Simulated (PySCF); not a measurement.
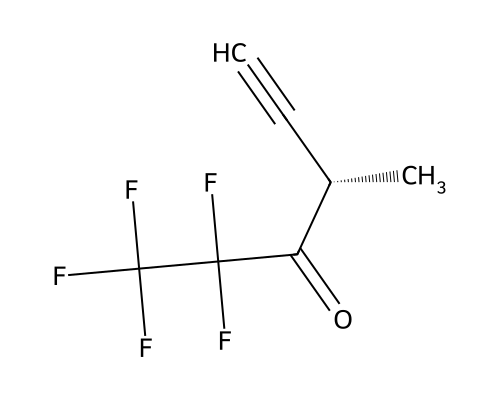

Structural formula above. The computed structure is the end point of a PBE0-D3(BJ)/def2-SVP optimisation. No frequency run is at hand to confirm it as a minimum.

What does the molecule look like in three dimensions?

The molecule is C7H5F5O. SMILES: `C#C[C@H](C)C(=O)C(F)(F)C(F)(F)F`. It has no ring. Among its groups: ketone, alkyne, C–F bond. This geometry has C1 symmetry. Coordination: 2 C linear; 4 C tetrahedral; 1 C trigonal planar.

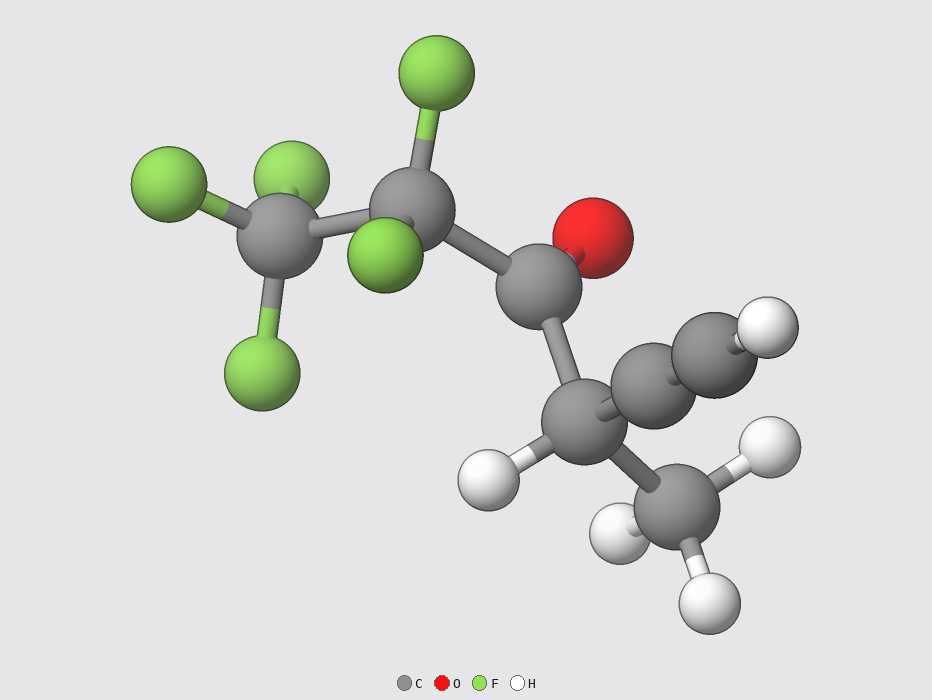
